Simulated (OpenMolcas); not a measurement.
**How methods differ on SiH (SMILES [SiH])**

SiH has 2 atoms, charge 0, and is taken as a doublet. SMILES: `[SiH]`. The coordinates come from a GFN2-xTB relaxation.

| atom | x (Å) | y (Å) | z (Å) |
| --- | --- | --- | --- |
| Si | 0.0000 | 0.0000 | 0.0000 |
| H | 0.0000 | 0.0000 | 1.5166 |

Quantity: the energy change with the Si1–H2 bond stretched from 1.517 to 2.681 Å, in eV. The values are calculated.

```csv
level,kind,program,value (eV),CPU time (all runs)
"CASPT2(3,3)/cc-pVDZ",multireference,OpenMolcas,2.22,3.5 s
"CASPT2(5,5)/cc-pVDZ",multireference,OpenMolcas,2.22,4.6 s
"CASSCF(3,3)/cc-pVDZ",multireference,OpenMolcas,2.05,3.6 s
"CASSCF(5,5)/cc-pVDZ",multireference,OpenMolcas,2.06,4.9 s
"MC-PDFT[tPBE](5,5)/cc-pVDZ",multireference,OpenMolcas,2.22,4.8 s
"MRCI(3,3)/cc-pVDZ",multireference,OpenMolcas,2.21,3.7 s
"MRCI(5,5)/cc-pVDZ",multireference,OpenMolcas,2.21,4.7 s
"SC-NEVPT2(3,3)/cc-pVDZ",multireference,OpenMolcas,2.19,3.4 s
"SC-NEVPT2(5,5)/cc-pVDZ",multireference,OpenMolcas,2.13,4.2 s
"CASPT2(3,3)/6-311G",multireference,OpenMolcas,1.70,5.3 s
```

The first shape isn't each level's own minimum. The values span 1.70 to 2.22 eV. Without the sets that lack polarisation functions the rows with a basis span only 2.05 to 2.22 eV. Times are those of the runs behind each value, whatever else they computed, on shared processors of several kinds: orders of magnitude only.

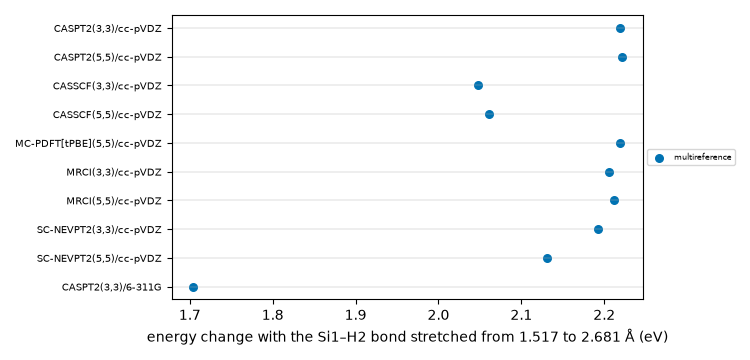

The values of the table, level by level.
